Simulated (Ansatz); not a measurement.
**Resistivity from frozen vibrations: Au(111) with 4 thermally displaced layers, 2x2**

Wanted: the phonon-limited resistivity of Au at 500 K by the Landauer route. The measured value for the pure metal at this temperature is 3.97 µΩ cm (CRC Handbook of Chemistry and Physics, 84th ed., 2003, Electrical Resistivity of Pure Metals).

Method: Ansatz plane-wave DFT, PBE, PAW files; ballistic transport by layer matching (Landauer), zero bias; PAW set soft_1, in Ansatz 0.2.0.

## Step 1: Starting point

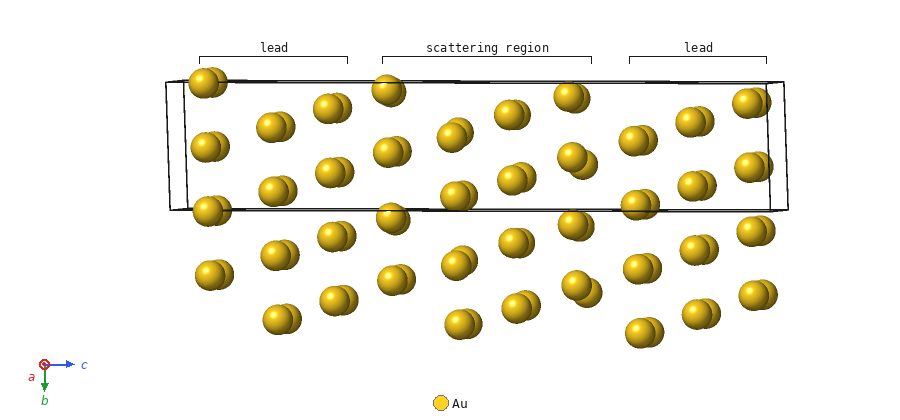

The starting structure, seen from the side, with the c axis across the page (gold yellow). 1×2×1 cells are drawn.

The cell holds 40 atoms: 40 Au. Cell: a = 5.768 Å, b = 5.768 Å, c = 23.605 Å, α = 93.5°, β = 86.5°, γ = 120.0°. It derives from Au. Regions: lead, 24 atoms (24 Au); scattering region, 16 atoms (16 Au). The structure is stacked along c, and the current runs across the ab planes.

## Step 2: With 4 displaced layers

Each atom of 4 layers is moved at random, by amounts drawn from a normal law 0.1167 Å wide in each direction from the Debye model (165 K) at 500 K. The layers about the cell's end stay perfect and serve as the lead. Disorder leaves little or no symmetry, which makes such runs dear. Energies from -0.05 to 0.05 eV in steps of 0.05 eV are too few for the program's thermal sum, so it prints no conductance; for a metal the transmission near the Fermi level serves, at a fraction of the cost.

input.yaml

```yaml
crystal:
  lattice:
    - [5.7675164607, 0.0, 0.0]
    - [-2.8837582304, 4.9948157718, 0.0]
    - [1.4418791152, -0.8324692953, 23.5457873532]
  atoms:
    - { symbol: Au, position: [0.9916666667, 0.0083333333, 0.05] }
    - { symbol: Au, position: [0.9916666667, 0.5083333333, 0.05] }
    - { symbol: Au, position: [0.4916666667, 0.0083333333, 0.05] }
    - { symbol: Au, position: [0.4916666667, 0.5083333333, 0.05] }
    - { symbol: Au, position: [0.1416666667, 0.3583333333, 0.15] }
    - { symbol: Au, position: [0.1416666667, 0.8583333333, 0.15] }
    - { symbol: Au, position: [0.6416666667, 0.3583333333, 0.15] }
    - { symbol: Au, position: [0.6416666667, 0.8583333333, 0.15] }
    - { symbol: Au, position: [0.2916666667, 0.2083333333, 0.25] }
    - { symbol: Au, position: [0.2916666667, 0.7083333333, 0.25] }
    - { symbol: Au, position: [0.7916666667, 0.2083333333, 0.25] }
    - { symbol: Au, position: [0.7916666667, 0.7083333333, 0.25] }
    - { symbol: Au, position: [0.9421382552, 0.0557766575, 0.3531730961] }
    - { symbol: Au, position: [0.9372342117, 0.5461204977, 0.3517915916] }
    - { symbol: Au, position: [0.479684693, 0.0798728264, 0.3465132096] }
    - { symbol: Au, position: [0.4087575068, 0.5438098652, 0.3502047574] }
    - { symbol: Au, position: [0.043110979, 0.4021942457, 0.4438268968] }
    - { symbol: Au, position: [0.0707599385, 0.8953600798, 0.4484328306] }
    - { symbol: Au, position: [0.6122738424, 0.4325767965, 0.4493631505] }
    - { symbol: Au, position: [0.6112480987, 0.8930868945, 0.4517416236] }
    - { symbol: Au, position: [0.2616534288, 0.2599151762, 0.5463161913] }
    - { symbol: Au, position: [0.2174952215, 0.7478242312, 0.5510909987] }
    - { symbol: Au, position: [0.7189333421, 0.2533162106, 0.5492110893] }
    - { symbol: Au, position: [0.7548199852, 0.7636405085, 0.5517607618] }
    - { symbol: Au, position: [0.8762803261, 0.1059533876, 0.6538843559] }
    - { symbol: Au, position: [0.905921017, 0.5801759694, 0.6575010239] }
    - { symbol: Au, position: [0.4277963007, 0.1268005215, 0.6513102958] }
    - { symbol: Au, position: [0.4007252951, 0.6440065365, 0.6597124734] }
    - { symbol: Au, position: [0.0416666667, 0.4583333333, 0.75] }
    - { symbol: Au, position: [0.0416666667, 0.9583333333, 0.75] }
    - { symbol: Au, position: [0.5416666667, 0.4583333333, 0.75] }
    - { symbol: Au, position: [0.5416666667, 0.9583333333, 0.75] }
    - { symbol: Au, position: [0.1916666667, 0.3083333333, 0.85] }
    - { symbol: Au, position: [0.1916666667, 0.8083333333, 0.85] }
    - { symbol: Au, position: [0.6916666667, 0.3083333333, 0.85] }
    - { symbol: Au, position: [0.6916666667, 0.8083333333, 0.85] }
    - { symbol: Au, position: [0.8416666667, 0.1583333333, 0.95] }
    - { symbol: Au, position: [0.8416666667, 0.6583333333, 0.95] }
    - { symbol: Au, position: [0.3416666667, 0.1583333333, 0.95] }
    - { symbol: Au, position: [0.3416666667, 0.6583333333, 0.95] }
kpoints:
  mp_grid: { grid: [5, 5, 1] }
hamiltonian:
  xc: pbe
  pseudopotentials: { kind: paw, azcp: { folder: soft_1 } }
scf:
  occupations: { method: fermi_dirac, width: 0.1 }
output:
  transmission:
    leads: [[0, 4]]
    kmesh: [10, 10]
    e_range: [-0.05, 0.05]
    de: 0.05
  write_potential: true
  write_density: true
  volumetric_format: npy
  elf: true
```

The run is started by

```sh
> ansatz run input.yaml --threads 4 --pin off --max-ram 15360MiB --backend cpu --events-out ev --progress --plain --runs-dir out
```

Numbers of over 12 decimals in the logs are rounded to 6 here.

What it wrote:

```text
Engine: ansatz 0.2.0, aarch64-unknown-linux-gnu
Pseudopotentials: kind: paw
Pseudopotential: Au, paw, valence charge 19, recommended cutoff 420 eV (normal), soft_1/Au.paw.azcp
Functional definition: PBE
  parameter kappa = 0.804
  parameter beta = 0.066725
  exchange = pbe_x(kappa = kappa, mu = beta*pi^2/3)
  correlation = pbe_c(beta = beta)
Crystal: 40 atoms, lattice volume = 678.300 Å³
Basis set: ecut = 420 eV, 13321 PW (Γ)
Bands: 456, of which v1, the nominal top of the filled ones, is band 380 counted from 1 (379 counted from 0)
Symmetry: 1 space group operations
Space group: P1 (ITA 1), of the structure as read, at distance tolerance 8.8e-5 Å
k-points: 13 of 25 (time reversal used)
Non-local potential: Au, projectors of the file, l = 0: 3, l = 1: 2, l = 2: 2, l = 3: 1
PAW form: soft (Blöchl's): semilocal exchange-correlation on the pseudo side does not see the compensation charge
PAW one-centre angular grid: Au, 590 points (default); XC on 64 Gauss nodes
Initial density: superposition of atomic densities (chi_scale 0.1, normalization cell)
Initial wavefunctions: pseudopotential atomic-orbital guess
Functional: x = pbe(κ = 0.804, μ = 0.219515), c = pbe(β = 0.066725)
SCF iter   1: F=—  HF=-526054.314086 eV  |F-HF|=—  |Δ(HF+E_count)|=         —  Δρ=6.74e-2  dr2=3.37e1  ethr=3.10e-3  ⟨swp⟩=4.0  Hψ=17617  notcnv=0  defer=132
preconditioner: auto → Kerker (q_TF=auto, 2.781 Å⁻¹)  [metal: Δε(μ)=0.005 eV  Ē_g=10.202 eV  σ=0.100 eV  W_gap=0.01  n_scr=260 (ndim 8)  ℏωp=29.9 eV  f_vac=0.000  D(μ)=18.07/eV (n_scr^D=110)]
SCF iter   2: F=—  HF=-526046.285717 eV  |F-HF|=—  |Δ(HF+E_count)|=    8.03e0  Δρ=3.10e-2  dr2=6.91e0  ethr=3.10e-3  ⟨swp⟩=3.0  Hψ=9876  notcnv=0  defer=714
SCF iter   3: F=—  HF=-526044.343751 eV  |F-HF|=—  |Δ(HF+E_count)|=    1.94e0  Δρ=7.40e-3  dr2=2.25e-1  ethr=9.09e-4  ⟨swp⟩=2.0  Hψ=8244  notcnv=0  defer=714
SCF iter   4: F=—  HF=-526044.404352 eV  |F-HF|=—  |Δ(HF+E_count)|=   6.06e-2  Δρ=1.31e-3  dr2=8.30e-3  ethr=2.96e-5  ⟨swp⟩=2.5  Hψ=11789  notcnv=0  defer=714
SCF iter   5: F=—  HF=-526044.407936 eV  |F-HF|=—  |Δ(HF+E_count)|=   3.58e-3  Δρ=3.23e-4  dr2=1.10e-3  ethr=1.09e-6  ⟨swp⟩=2.0  Hψ=8073  notcnv=0  defer=714
SCF iter   6: F=—  HF=-526044.407988 eV  |F-HF|=—  |Δ(HF+E_count)|=   5.20e-5  Δρ=1.17e-4  dr2=1.83e-4  ethr=1.44e-7  ⟨swp⟩=3.0  Hψ=9974  notcnv=0  defer=714
SCF iter   7: F=—  HF=-526044.407985 eV  |F-HF|=—  |Δ(HF+E_count)|=   2.97e-6  Δρ=4.20e-5  dr2=2.20e-5  ethr=2.41e-8  ⟨swp⟩=2.0  Hψ=8099  notcnv=0  defer=714
SCF iter   8: F=—  HF=-526044.408347 eV  |F-HF|=—  |Δ(HF+E_count)|=   3.61e-4  Δρ=6.98e-6  dr2=1.63e-6  ethr=2.89e-9  ⟨swp⟩=2.5  Hψ=7934  notcnv=0  defer=714
SCF iter   9: F=—  HF=-526044.408347 eV  |F-HF|=—  |Δ(HF+E_count)|=   4.71e-8  Δρ=2.88e-6  dr2=3.38e-7  ethr=2.14e-10  ⟨swp⟩=2.7  Hψ=8177  notcnv=0  defer=714
SCF iter  10: F=-526044.408347 eV  HF=-526044.408347 eV  |F-HF|=4.03e-8  |Δ(HF+E_count)|=   1.86e-8  Δρ=1.30e-6  dr2=4.61e-8  ethr=1.32e-11  ⟨swp⟩=8.3  Hψ=22146  notcnv=0
SCF 1 converged in 10 iterations: F = -526044.408347 eV  dr2 = 4.61e-8
  greatest PAW one-centre occupation: 1.000 electrons in one spin orbital (limit 2), on the Au atom at site 21 (counted from 0), in its partial waves of l = 0
transmission: 162 of 1560 steps passed
transmission: 315 of 1560 steps passed
[...]
transmission: 1560 of 1560 steps passed
SCF converged after 10 iterations
Free energy (F): -526044.408347 eV
Harris-Foulkes:  -526044.408347 eV  (|F-HF|=4.03e-8)
Internal energy: -526043.934780 eV  (E = F + TS)
E sigma→0 (E₀):  -526044.171563 eV
Entropy (-TS):   -0.473566 eV (-11.839 meV/atom)
Fermi energy:    20.736287 eV
--- Per-component energies (eV) ---
  E_band       = -8250.617856
  E_kinetic    = 23152.831285
  E_local      = -68615.094062  (includes V_loc(G=0)·N_el)
  E_nonlocal   = 3922.238995
  E_hartree    = 29808.416709
  E_xc         = -8627.644602
  E_vxc        = -10480.668472  (∫ρ·V_xc dr)
  E_paw        = -389266.123508  (= ΣΔE_a)
  E_vpaw       = -15846.816012  (= ΣTr[D̂ρ^β])
  E_aug_tail   = 0.066841  (compensation charges beyond the density's cutoff)
  E_ewald      = -116418.626438
  E_smearing   = -0.473566  (= −TS)
  E_closure    = -0.000000  (closes the sum)
  Σ components = -526044.408347   (vs F -526044.408347, Δ=0.00e0)
--- Band table (eV; the first three rows and the last of 13) ---
  k-point 0: bands = [... 376 lower, 20.8110, 21.1938, 21.2424, 21.2601, 21.2936, 21.5222, 21.5798, 21.6473, ... 72 higher]
  k-point 1: bands = [... 376 lower, 20.3498, 20.4503, 20.5045, 20.6713, 20.7576, 20.8771, 20.9655, 21.0853, ... 72 higher]
  k-point 2: bands = [... 376 lower, 20.4955, 20.5191, 20.5615, 20.6421, 20.6767, 20.8101, 20.8856, 21.0866, ... 72 higher]
  k-point 12: bands = [... 376 lower, 19.5367, 20.2205, 20.3752, 20.6996, 20.7757, 20.8384, 21.2603, 22.2632, ... 72 higher]
--- Transmission ---
  basis      : 253 plane waves across, 30 finite elements along
  points     : 52, standing for a mesh of 10 x 10
  energies   : 3 from -0.050000 to 0.050000 eV about the Fermi level, 0.050000 eV apart; the leads are filled to 0.000000 eV, and channels, transmission and decay are at 0.000000 eV
  crystal 0  : Au4, at the sites [0, 4], period 2.3546 Å, over 14.13 Å; its Hamiltonian steps by up to 8.6 meV
    offset         : up to 0.0000 Å between an atom of the period and one for which it stands
    channels       : 3.210000e0 a spin
    conductance    : none, the energies end too early or step too widely for 300 K: set another output.transmission.e_range or a lower de, or, where they end at an eighth of basis.ecutwfc, a higher one
  junction   : crystal 0 to crystal 0, 0.70 to 21.89 Å
    transmission   : 3.038638e0 a spin
    conductance    : none, the energies end too early or step too widely for 300 K: set another output.transmission.e_range or a lower de, or, where they end at an eighth of basis.ecutwfc, a higher one
```

It took 10 min on 4 threads of Arm Neoverse V2, shared host; peak memory 6.5 GiB.

In the SCF lines HF is the Harris–Foulkes energy and dr2 the Hartree energy of the density residual, in eV; the loop may stop once dr2 is under the threshold and the program's other checks hold. Hψ counts applications of the Hamiltonian.

This step gave:

- free energy: -526044.4083 eV
- energy at zero smearing: -526044.1716 eV
- Fermi energy: 20.74 eV
- cell area: 28.81 Å²
- transmission per spin nearest the Fermi level: 3.039
- open channels per spin nearest the Fermi level: 3.21
- step of the lead's potential: 8.6 meV

Per spin. Table of transmission, zone mean by energy, zero at the Fermi level:

```
energy (eV)  transmission, zone mean
    -0.0500                     3.03
     0.0000                     3.04
     0.0500                     3.05
```

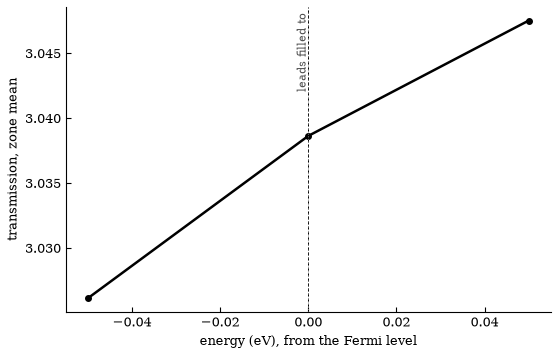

Transmission, zone mean, plotted against energy.

Per spin. The open channels, zone mean, lead stays at 3.21 for energy from -0.05 to 0.05 eV.

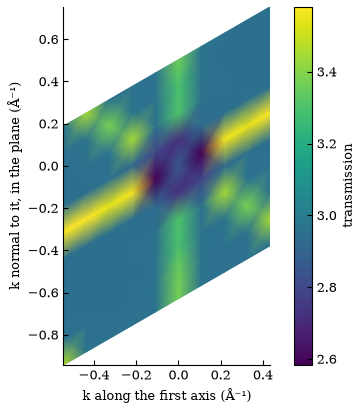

Transmission over k1 and k2. At 0.0000 eV from the Fermi level.

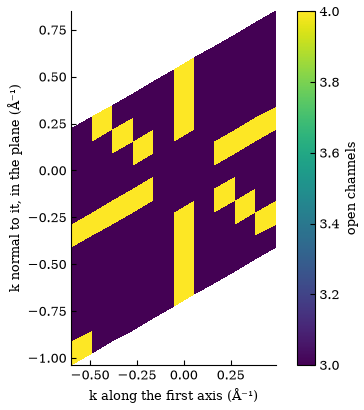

Open channels over k1 and k2. At 0.0000 eV from the Fermi level.

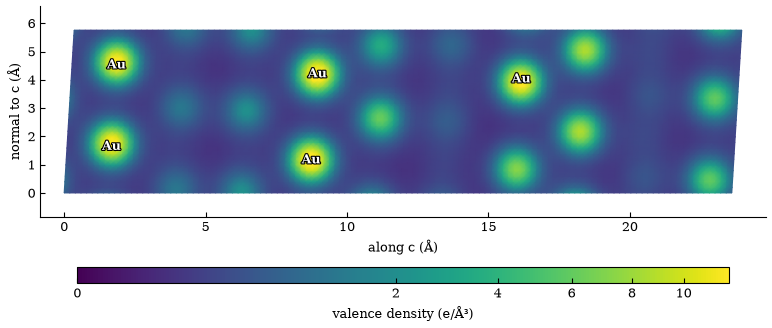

Valence density in the ca plane at fractional y = 0.544, with atoms of Au within 0.2 Å of it. It is the smooth field of the valence electrons, not physical close to the nuclei. The map starts off the cell's origin, so that atoms lie inside it. The colour scale is stretched toward low values.

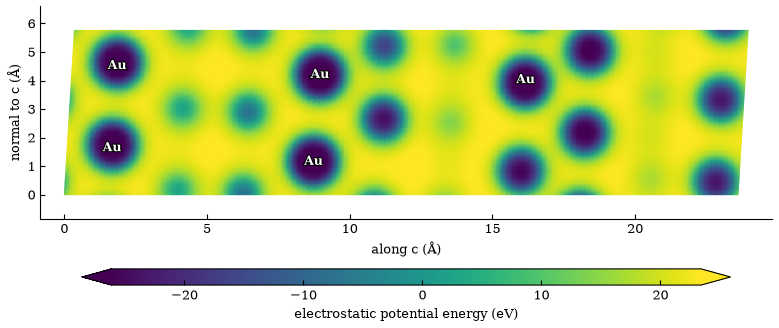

Electrostatic potential energy in the ca plane at fractional y = 0.544, with atoms of Au within 0.2 Å of it. With pseudopotentials it is smooth inside the atoms' cores, unlike the true potential. The map starts off the cell's origin, so that atoms lie inside it.

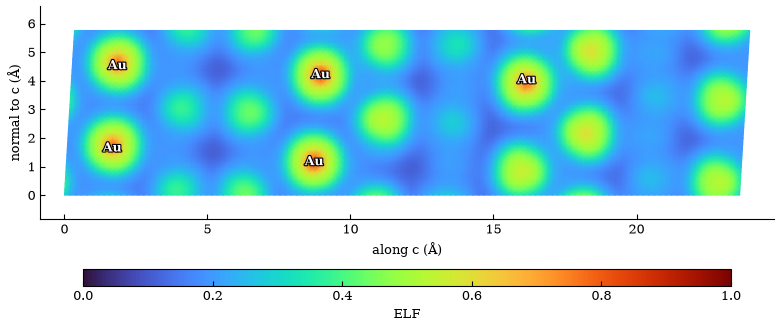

ELF in the ca plane at fractional y = 0.544, with atoms of Au within 0.2 Å of it. It is the smooth field of the valence electrons, not physical close to the nuclei. The map starts off the cell's origin, so that atoms lie inside it.

Over the solved energies the transmission per spin lies between 3.03 and 3.05, out of 3.21 channels of the lead on average (up to 3.21).

(Part 1 of 2 ends here.)

[Logs are printed without paths, hosts, clocks, repeated set-up lines and the standing remarks that a program may print on its own settings, such as how far it seeks lower states.]

[Hosts, paths, dates, database ids (printed as entryN), source tags and the programs' standing remarks are cut or masked in the printed files.]
